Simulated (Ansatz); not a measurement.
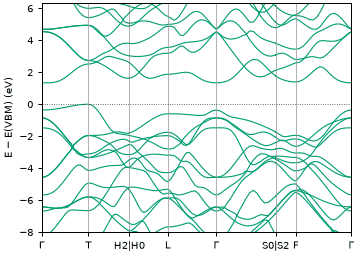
Figure: Band structure from PBEsol (plane waves, PAW; program Ansatz)

### Question
Read off the gap and where the band edges lie.

### Answer
About 1.3 eV (1.34 eV by a search for the band edges); maximum at T, minimum on the Γ–T line, 10 % of the way from Γ.

The material is B (α-B12, R-3m).

The PBEsol relaxation kept the symmetry of its start.

Potentials: the later of the program's two PAW sets.
